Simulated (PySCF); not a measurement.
Input

```
import pyscf.grad
from pyscf import gto, dft

mol = gto.M(
    atom=[
    ('Ga', (-1.227820, -0.126638, 2.127526)),
    ('N', (-0.022043, -0.149074, 0.746294)),
    ('Si', (0.480315, -1.491327, -0.240926)),
    ('H', (-0.259289, -2.699153, 0.232117)),
    ('H', (0.177979, -1.275416, -1.693069)),
    ('H', (1.952618, -1.753536, -0.139617)),
    ('H', (0.410921, 0.745865, 0.529073)),
    ('H', (-1.460956, 1.256742, 2.818889)),
    ('H', (-1.906919, -1.486727, 2.483240)),
],
    basis='def2-tzvpd',
    spin=0,
    max_memory=3720,
    verbose=3,
)

calc0 = dft.RKS(mol, xc='pbe0')
calc0 = calc0.density_fit(auxbasis='def2-universal-jkfit')
calc0.max_cycle = 100
calc0.conv_tol = 1e-09
calc0.grids.level = 3
calc0.kernel()
if not calc0.converged:
    calc0 = calc0.newton().run(calc0.mo_coeff, calc0.mo_occ)

etot = calc0.e_tot
print(f'total energy: {etot:.8f} hartree')
grad = calc0.Gradients().kernel()
calc0.analyze()
```

Run with:

```sh
OMP_NUM_THREADS=2 python calc.py
```

Geometry: PBE0-D4/def2-SVP.

The calculation used Gaussian-basis quantum chemistry of an isolated molecule with PySCF, energy and nuclear gradient, functional PBE0 (PySCF 2.14.0).

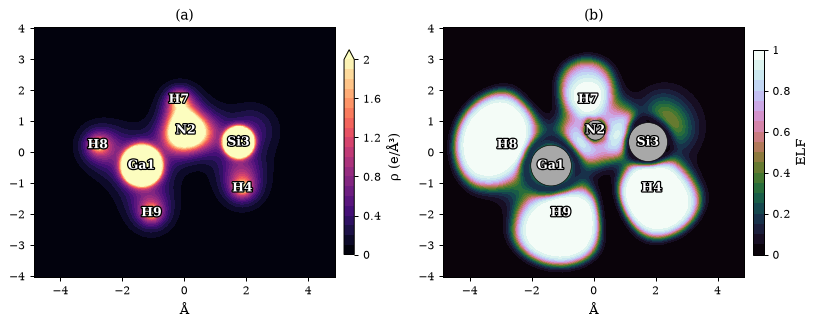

GaH6NSi (SMILES [SiH3][NH][GaH2]). (a) electron density; (b) ELF on the plane of atoms N2, Si3 and H4. Grey discs cover the atomic cores in the ELF map.

> Read the bonding off the picture.

- Atoms in the plane: Ga, N, Si and H.
- Si–N (1.74 Å): ρ is about 1.1 e/Å³ halfway; the ELF peaks at about 0.90 between the atoms (a shared but strongly polarised pair).
- Ga–N (1.83 Å): the density is about 0.89 e/Å³ at the midpoint; the ELF peaks at about 0.85 in the valence shell of N, 0.6 Å from its nucleus, and is about 0.30 at the midpoint.
- N–H (1.02 Å): ρ at the midpoint is about 2.8 e/Å³; the ELF climbs to about 1 towards the hydrogen, as it does in any bond to H: a covalent bond by its length.
- Si–H (1.49 Å): ρ is about 0.8 e/Å³ halfway; the ELF climbs to about 1 towards the hydrogen.
- Ga–H (1.56 Å): the density is about 1 e/Å³ at the midpoint; the ELF climbs to about 1 towards the hydrogen.
